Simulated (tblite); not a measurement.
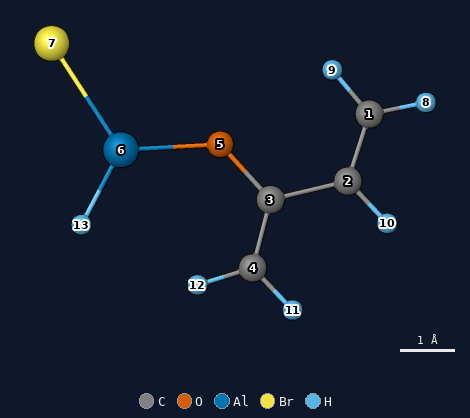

The input geometry (ball-and-stick view, seen on its broad side; atoms are numbered from 1 in the order of the input). Sticks mark near contacts. Bond lengths as drawn: Al–Br 2.38 Å, Al–H 1.59 Å, Al–O 1.87 Å, C–C 1.33 to 1.50 Å, C–H 1.08 to 1.09 Å and C–O 1.40 Å.

Geometry relaxation of C₄H₆AlBrO (part 1 of 3)

The run: geometry relaxation of C₄H₆AlBrO, SMILES C=CC(=C)[O][AlH][Br]. Method and program: GFN2-xTB geometry optimisation, gas phase (tblite 0.8.0).

It belongs to a series of runs on one base structure; here: H on C replaced by vinyl.

### The input
```
{"job": {"kind": "relax", "xc": "GFN2-xTB", "basis": "xTB"}, "charge": 0, "multiplicity": 1}
C     -1.550100     1.860400    -0.039900
C     -1.552200     0.573700    -0.362100
C     -0.336100    -0.275600    -0.174200
C     -0.406500    -1.559000    -0.522200
O      0.821800     0.314000     0.343800
Al     2.490600    -0.466900     0.672200
Br     4.256500     0.861600     1.552900
H     -2.454200     2.449200    -0.178100
H     -0.677900     2.355900     0.360900
H     -2.460000     0.127800    -0.743400
H     -1.321500    -1.998200    -0.909700
H      0.437800    -2.229800    -0.405200
H      2.747400    -2.012700     0.387200
```

The first line tells a small driver script what to run in tblite; the rest is the geometry in Å.

Run as:
```bash
OMP_NUM_THREADS=1 python <driver script> task.json out
```

### The program's output
```
step      E/eV     max force
  0    -568.75841    2.282
  1    -568.94131    1.839
  2    -569.19335    2.781
  3    -569.30450    0.873
  4    -569.34538    0.683
  5    -569.38877    0.430
  6    -569.39798    0.442
  7    -569.40751    0.258
  8    -569.41460    0.273
  9    -569.42121    0.188
 10    -569.42534    0.168
 11    -569.42885    0.183
 12    -569.43334    0.216
 13    -569.44066    0.227
 14    -569.45063    0.361
 15    -569.46125    0.416
 16    -569.47162    0.341
 17    -569.48355    0.305
 18    -569.49532    0.299
 19    -569.50673    0.323
 20    -569.51988    0.329
 21    -569.53683    0.400
 22    -569.55780    0.470
 23    -569.58363    0.512
 24    -569.61039    0.521
 25    -569.62449    0.570
 26    -569.63459    0.554
 27    -569.64858    0.281
 28    -569.65714    0.218
 29    -569.66922    0.261
 30    -569.67588    0.231
 31    -569.68144    0.150
 32    -569.68419    0.108
 33    -569.68549    0.082
 34    -569.68633    0.083
 35    -569.68722    0.059
 36    -569.68776    0.052
 37    -569.68809    0.044
 38    -569.68832    0.048
 39    -569.68857    0.044
 40    -569.68884    0.037
 41    -569.68905    0.030
 42    -569.68918    0.035
 43    -569.68926    0.031
 44    -569.68933    0.026
 45    -569.68939    0.020
 46    -569.68944    0.020
 47    -569.68947    0.015
 48    -569.68950    0.010
```

### Trajectory as extended XYZ (Å, eV, eV/Å), 49 frames, from step=0 to step=48
```
13
Properties=species:S:1:pos:R:3:forces:R:3 step=0 energy=-568.75841
C    -1.5501    1.8604   -0.0399   -0.4090   0.2660  -0.0610
C    -1.5522    0.5737   -0.3621    1.1360   0.1600   0.5150
C    -0.3361   -0.2756   -0.1742   -0.3300   0.6070  -0.0260
C    -0.4065   -1.5590   -0.5222    0.0820  -0.4070   0.0220
O     0.8218    0.3140    0.3438    1.2060  -1.9330  -0.1270
Al    2.4906   -0.4669    0.6722   -1.2430   1.3060  -0.0350
Br    4.2565    0.8616    1.5529   -1.2560  -0.9180  -0.6240
H    -2.4542    2.4492   -0.1781    0.3700  -0.0200   0.1030
H    -0.6779    2.3559    0.3609   -0.1230  -0.0500  -0.0680
H    -2.4600    0.1278   -0.7434    0.3240  -0.2840  -0.0130
H    -1.3215   -1.9982   -0.9097    0.3090   0.2690   0.1260
H     0.4378   -2.2298   -0.4052   -0.0690   0.1410  -0.0100
H     2.7474   -2.0127    0.3872    0.0020   0.8640   0.1980
13
Properties=species:S:1:pos:R:3:forces:R:3 step=1 energy=-568.94131
C    -1.5559    1.8642   -0.0408    0.0880   0.1570   0.0720
C    -1.5360    0.5760   -0.3547    0.2820   0.1210   0.2120
C    -0.3408   -0.2669   -0.1746    0.1520  -0.4260  -0.1030
C    -0.4053   -1.5648   -0.5218    0.0090   0.4540   0.1930
O     0.8390    0.2864    0.3420    0.9020  -1.5960  -0.1410
Al    2.4729   -0.4482    0.6717   -1.0430   0.9670  -0.0590
Br    4.2386    0.8485    1.5440   -1.1410  -0.7920  -0.5560
H    -2.4489    2.4489   -0.1766    0.0670   0.1210   0.0440
H    -0.6797    2.3551    0.3599   -0.1470   0.0080  -0.0600
H    -2.4553    0.1238   -0.7436    0.6790  -0.1320   0.1390
H    -1.3170   -1.9944   -0.9079    0.1250   0.1420   0.0440
H     0.4368   -2.2277   -0.4053    0.0570   0.0550   0.0140
H     2.7474   -2.0003    0.3901   -0.0300   0.9210   0.2030
13
Properties=species:S:1:pos:R:3:forces:R:3 step=2 energy=-569.19335
C    -1.5622    1.8782   -0.0390    0.7960  -0.4850   0.1510
C    -1.4943    0.5856   -0.3319   -0.9690   0.2080  -0.2720
C    -0.3421   -0.2714   -0.1800    1.2470  -0.1480   0.4140
C    -0.4028   -1.5540   -0.5123   -0.1120  -0.5430  -0.1640
O     0.9113    0.1635    0.3323   -2.6460   0.3260  -0.7910
Al    2.3931   -0.3704    0.6680    1.7780  -1.1950   0.2820
Br    4.1539    0.7886    1.5024   -0.3550  -0.0860  -0.1330
H    -2.4365    2.4540   -0.1720   -0.5380   0.3710  -0.0790
H    -0.6896    2.3543    0.3554    0.1940   0.3780   0.1440
H    -2.4157    0.1105   -0.7375    0.9550   0.0750   0.3130
H    -1.3034   -1.9810   -0.9027   -0.1940  -0.0420  -0.0800
H     0.4377   -2.2217   -0.4049    0.0050   0.1400   0.0290
H     2.7461   -1.9358    0.4045   -0.1600   1.0010   0.1870
13
Properties=species:S:1:pos:R:3:forces:R:3 step=3 energy=-569.30450
C    -1.5548    1.8716   -0.0382    0.1640   0.1990   0.1150
C    -1.5085    0.5860   -0.3376   -0.0580  -0.2070  -0.0640
C    -0.3313   -0.2700   -0.1751    0.0900  -0.6590  -0.1040
C    -0.4041   -1.5625   -0.5158   -0.1090   0.2160   0.0340
O     0.8755    0.1862    0.3266   -0.0890  -0.1700  -0.0970
Al    2.4223   -0.3936    0.6713   -0.1100  -0.3330  -0.1020
Br    4.1644    0.7974    1.5079   -0.4150  -0.1510  -0.1680
H    -2.4429    2.4563   -0.1734   -0.0590   0.1080   0.0050
H    -0.6861    2.3578    0.3575    0.1470   0.2650   0.1010
H    -2.4141    0.1131   -0.7359    0.6030  -0.0720   0.1600
H    -1.3071   -1.9834   -0.9041   -0.1830  -0.0450  -0.0800
H     0.4373   -2.2212   -0.4048    0.1100  -0.0020   0.0260
H     2.7449   -1.9373    0.4038   -0.0890   0.8510   0.1730
13
Properties=species:S:1:pos:R:3:forces:R:3 step=4 energy=-569.34538
C    -1.5522    1.8746   -0.0364    0.1280  -0.0090   0.0520
C    -1.5050    0.5850   -0.3359    0.1760   0.0670   0.0660
C    -0.3276   -0.2761   -0.1753   -0.1610  -0.4360  -0.1260
C    -0.4055   -1.5638   -0.5156   -0.1140  -0.0110  -0.0320
O     0.8734    0.1708    0.3214    0.0650   0.0230   0.0040
Al    2.4181   -0.3933    0.6706   -0.1960  -0.3550  -0.1390
Br    4.1480    0.7882    1.5005   -0.2230   0.0010  -0.0700
H    -2.4431    2.4591   -0.1729    0.0090   0.0530   0.0140
H    -0.6842    2.3626    0.3589    0.1370   0.2530   0.0970
H    -2.3994    0.1103   -0.7325    0.3580  -0.1470   0.0700
H    -1.3083   -1.9823   -0.9047   -0.2020  -0.0770  -0.0900
H     0.4385   -2.2197   -0.4044    0.0890  -0.0270   0.0150
H     2.7431   -1.9151    0.4084   -0.0650   0.6660   0.1380
13
Properties=species:S:1:pos:R:3:forces:R:3 step=5 energy=-569.38877
C    -1.5448    1.8758   -0.0329    0.0880   0.3990   0.1330
C    -1.4911    0.5899   -0.3289    0.2810  -0.2140   0.0190
C    -0.3268   -0.2921   -0.1781   -0.2350   0.1190  -0.0180
C    -0.4106   -1.5713   -0.5171   -0.1240  -0.3760  -0.1390
O     0.8714    0.1439    0.3123    0.0520   0.2500   0.0700
Al    2.4056   -0.3998    0.6662   -0.2750  -0.1010  -0.1120
Br    4.1142    0.7725    1.4859    0.1110   0.2680   0.1010
H    -2.4426    2.4650   -0.1715    0.2260  -0.1300   0.0390
H    -0.6782    2.3768    0.3636    0.0100   0.1510   0.0380
H    -2.3674    0.1007   -0.7258    0.0330  -0.1560  -0.0260
H    -1.3146   -1.9820   -0.9076   -0.2110  -0.1560  -0.1030
H     0.4420   -2.2176   -0.4034    0.0090  -0.0770  -0.0180
H     2.7386   -1.8613    0.4196    0.0350   0.0230   0.0180
13
Properties=species:S:1:pos:R:3:forces:R:3 step=6 energy=-569.39798
C    -1.5419    1.8819   -0.0302    0.1100  -0.2450  -0.0200
C    -1.4873    0.5865   -0.3288    0.1960   0.3700   0.1410
C    -0.3293   -0.2943   -0.1788   -0.0980   0.0010  -0.0140
C    -0.4132   -1.5764   -0.5192   -0.0780  -0.2040  -0.0800
O     0.8701    0.1467    0.3122   -0.0290   0.1620   0.0260
Al    2.4018   -0.4043    0.6640   -0.1880   0.1020  -0.0370
Br    4.1129    0.7754    1.4862    0.0210   0.2060   0.0570
H    -2.4400    2.4641   -0.1710    0.1530  -0.0720   0.0300
H    -0.6770    2.3811    0.3649    0.0680   0.1780   0.0640
H    -2.3625    0.0977   -0.7251   -0.0150  -0.1410  -0.0380
H    -1.3191   -1.9847   -0.9097   -0.1740  -0.1590  -0.0910
H     0.4428   -2.2187   -0.4035   -0.0230  -0.0860  -0.0310
H     2.7384   -1.8546    0.4212    0.0570  -0.1130  -0.0080
13
Properties=species:S:1:pos:R:3:forces:R:3 step=7 energy=-569.40751
C    -1.5370    1.8829   -0.0282    0.1410  -0.1430   0.0100
C    -1.4820    0.5896   -0.3267    0.0020   0.1330   0.0330
C    -0.3323   -0.2976   -0.1797    0.0400  -0.0970  -0.0100
C    -0.4169   -1.5831   -0.5222   -0.0600   0.0200  -0.0160
O     0.8677    0.1525    0.3125   -0.1480   0.0300  -0.0390
Al    2.3957   -0.4066    0.6616   -0.0160   0.2520   0.0530
Br    4.1122    0.7819    1.4876   -0.1090   0.1130  -0.0060
H    -2.4353    2.4621   -0.1700    0.1100  -0.0420   0.0240
H    -0.6745    2.3881    0.3673    0.0530   0.1400   0.0520
H    -2.3582    0.0930   -0.7249    0.0720  -0.0200   0.0180
H    -1.3263   -1.9899   -0.9133   -0.0760  -0.1280  -0.0530
H     0.4432   -2.2212   -0.4041   -0.0710  -0.0840  -0.0460
H     2.7393   -1.8512    0.4223    0.0620  -0.1730  -0.0200
13
Properties=species:S:1:pos:R:3:forces:R:3 step=8 energy=-569.41460
C    -1.5301    1.8838   -0.0255    0.1450  -0.0760   0.0240
C    -1.4769    0.5920   -0.3249   -0.0910  -0.0360  -0.0300
C    -0.3344   -0.3022   -0.1808    0.0750  -0.0970  -0.0110
C    -0.4215   -1.5888   -0.5251   -0.0430   0.0850   0.0090
O     0.8628    0.1571    0.3118   -0.1450  -0.0740  -0.0590
Al    2.3901   -0.4038    0.6605    0.0720   0.2510   0.0800
Br    4.1085    0.7890    1.4882   -0.1640   0.0740  -0.0320
H    -2.4288    2.4595   -0.1686    0.0650  -0.0080   0.0170
H    -0.6715    2.3969    0.3703    0.0480   0.0880   0.0390
H    -2.3519    0.0887   -0.7240    0.0900   0.0720   0.0450
H    -1.3337   -1.9968   -0.9173    0.0310  -0.0770  -0.0060
H     0.4421   -2.2250   -0.4056   -0.1280  -0.0680  -0.0590
H     2.7411   -1.8500    0.4232    0.0450  -0.1350  -0.0160
13
Properties=species:S:1:pos:R:3:forces:R:3 step=9 energy=-569.42121
C    -1.5198    1.8842   -0.0219    0.0900   0.0000   0.0220
C    -1.4713    0.5936   -0.3228   -0.0930  -0.1380  -0.0510
C    -0.3363   -0.3082   -0.1822    0.0430  -0.0930  -0.0300
C    -0.4275   -1.5952   -0.5286   -0.0130   0.1260   0.0300
O     0.8559    0.1586    0.3096   -0.0770  -0.1380  -0.0490
Al    2.3837   -0.3963    0.6603    0.1190   0.1300   0.0650
Br    4.0997    0.7976    1.4875   -0.1470   0.0900  -0.0230
H    -2.4201    2.4567   -0.1667    0.0440   0.0090   0.0150
H    -0.6672    2.4086    0.3745    0.0490   0.0130   0.0230
H    -2.3423    0.0847   -0.7221    0.0240   0.1320   0.0390
H    -1.3411   -2.0055   -0.9217    0.1030  -0.0280   0.0300
H     0.4383   -2.2301   -0.4083   -0.1600  -0.0620  -0.0680
H     2.7436   -1.8482    0.4246    0.0160  -0.0420  -0.0030
13
Properties=species:S:1:pos:R:3:forces:R:3 step=10 energy=-569.42534
C    -1.5118    1.8840   -0.0194    0.0510   0.0170   0.0140
C    -1.4678    0.5933   -0.3216   -0.0520  -0.1020  -0.0310
C    -0.3375   -0.3131   -0.1838    0.0100  -0.0080  -0.0180
C    -0.4317   -1.5983   -0.5305   -0.0080   0.0310   0.0070
O     0.8508    0.1567    0.3074    0.0190  -0.1480  -0.0220
Al    2.3809   -0.3891    0.6611    0.0890  -0.0070   0.0230
Br    4.0912    0.8050    1.4867   -0.0900   0.1330   0.0050
H    -2.4131    2.4548   -0.1650    0.0360   0.0150   0.0140
H    -0.6634    2.4165    0.3776    0.0460  -0.0480   0.0070
H    -2.3361    0.0841   -0.7204   -0.0590   0.1370   0.0150
H    -1.3442   -2.0117   -0.9241    0.1050   0.0010   0.0380
H     0.4328   -2.2346   -0.4114   -0.1430  -0.0640  -0.0620
H     2.7456   -1.8472    0.4255   -0.0050   0.0430   0.0110
13
Properties=species:S:1:pos:R:3:forces:R:3 step=11 energy=-569.42885
C    -1.5046    1.8834   -0.0174   -0.0040   0.0290   0.0010
C    -1.4659    0.5922   -0.3208    0.0160  -0.0230   0.0030
C    -0.3382   -0.3165   -0.1853   -0.0300   0.0090  -0.0180
C    -0.4350   -1.6004   -0.5320    0.0020  -0.0130  -0.0040
O     0.8478    0.1518    0.3054    0.0940  -0.1170   0.0070
Al    2.3800   -0.3832    0.6621    0.0490  -0.1240  -0.0170
Br    4.0827    0.8135    1.4862   -0.0270   0.1780   0.0350
H    -2.4069    2.4537   -0.1634    0.0430   0.0130   0.0160
H    -0.6596    2.4215    0.3802    0.0520  -0.0910  -0.0020
H    -2.3330    0.0862   -0.7190   -0.1340   0.1110  -0.0140
H    -1.3444   -2.0164   -0.9251    0.0380   0.0050   0.0180
H     0.4257   -2.2395   -0.4150   -0.0820  -0.0800  -0.0470
H     2.7471   -1.8459    0.4264   -0.0150   0.1030   0.0210
13
Properties=species:S:1:pos:R:3:forces:R:3 step=12 energy=-569.43334
C    -1.4962    1.8826   -0.0151   -0.0360   0.0180  -0.0080
C    -1.4638    0.5908   -0.3200    0.0620   0.0790   0.0330
C    -0.3394   -0.3207   -0.1874   -0.0430   0.0710   0.0060
C    -0.4388   -1.6022   -0.5335   -0.0040  -0.1260  -0.0360
O     0.8457    0.1439    0.3031    0.1580  -0.0790   0.0310
Al    2.3807   -0.3783    0.6633    0.0020  -0.1960  -0.0470
Br    4.0725    0.8278    1.4865    0.0190   0.2070   0.0570
H    -2.3986    2.4526   -0.1612    0.0330   0.0240   0.0160
H    -0.6539    2.4253    0.3831    0.0560  -0.1330  -0.0130
H    -2.3327    0.0915   -0.7177   -0.1790   0.0800  -0.0340
H    -1.3440   -2.0221   -0.9261   -0.0590   0.0110  -0.0130
H     0.4154   -2.2473   -0.4204    0.0040  -0.0900  -0.0210
H     2.7487   -1.8434    0.4277   -0.0130   0.1350   0.0300
13
Properties=species:S:1:pos:R:3:forces:R:3 step=13 energy=-569.44066
C    -1.4823    1.8815   -0.0114   -0.0880   0.0170  -0.0180
C    -1.4606    0.5894   -0.3187    0.1070   0.1730   0.0560
C    -0.3413   -0.3270   -0.1907   -0.0560   0.0390   0.0150
C    -0.4453   -1.6071   -0.5368   -0.0010  -0.1650  -0.0490
O     0.8447    0.1292    0.2997    0.1900  -0.0180   0.0480
Al    2.3829   -0.3734    0.6648   -0.0170  -0.2170  -0.0550
Br    4.0553    0.8561    1.4881    0.0400   0.2120   0.0640
H    -2.3845    2.4515   -0.1572    0.0190   0.0460   0.0180
H    -0.6431    2.4287    0.3878    0.0720  -0.1790  -0.0210
H    -2.3352    0.1027   -0.7158   -0.1910   0.0410  -0.0460
H    -1.3446   -2.0315   -0.9279   -0.2170   0.0180  -0.0630
H     0.3983   -2.2623   -0.4300    0.1310  -0.0960   0.0180
H     2.7513   -1.8373    0.4303    0.0100   0.1290   0.0340
13
Properties=species:S:1:pos:R:3:forces:R:3 step=14 energy=-569.45063
C    -1.4630    1.8810   -0.0059   -0.1000  -0.0060  -0.0200
C    -1.4554    0.5889   -0.3166    0.0900   0.2130   0.0470
C    -0.3443   -0.3374   -0.1954   -0.0260   0.0320   0.0430
C    -0.4550   -1.6157   -0.5421   -0.0200  -0.2520  -0.0790
O     0.8453    0.1079    0.2953    0.1640   0.0210   0.0390
Al    2.3874   -0.3701    0.6665   -0.0130  -0.1200  -0.0270
Br    4.0306    0.9019    1.4916    0.0060   0.1640   0.0410
H    -2.3637    2.4511   -0.1510   -0.0230   0.0960   0.0170
H    -0.6256    2.4304    0.3943    0.0850  -0.2220  -0.0310
H    -2.3420    0.1207   -0.7135   -0.1210   0.0180  -0.0280
H    -1.3498   -2.0451   -0.9319   -0.3430   0.0580  -0.0960
H     0.3756   -2.2863   -0.4437    0.2360  -0.0580   0.0610
H     2.7555   -1.8268    0.4346    0.0630   0.0560   0.0320
13
Properties=species:S:1:pos:R:3:forces:R:3 step=15 energy=-569.46125
C    -1.4421    1.8812    0.0005   -0.1040  -0.0090  -0.0180
C    -1.4492    0.5902   -0.3143    0.0510   0.1380   0.0130
C    -0.3475   -0.3499   -0.2001   -0.0100  -0.1070   0.0240
C    -0.4666   -1.6295   -0.5496   -0.0280  -0.1570  -0.0570
O     0.8481    0.0829    0.2904    0.0510   0.0370   0.0010
Al    2.3932   -0.3678    0.6685    0.0330   0.0550   0.0330
Br    4.0009    0.9570    1.4959   -0.0600   0.0810  -0.0010
H    -2.3406    2.4530   -0.1435   -0.0470   0.1420   0.0210
H    -0.6037    2.4282    0.4013    0.1000  -0.2390  -0.0330
H    -2.3503    0.1424   -0.7107    0.0000   0.0040   0.0060
H    -1.3617   -2.0592   -0.9381   -0.3880   0.1110  -0.1000
H     0.3534   -2.3146   -0.4583    0.2690   0.0090   0.0880
H     2.7618   -1.8133    0.4403    0.1340  -0.0670   0.0240
```
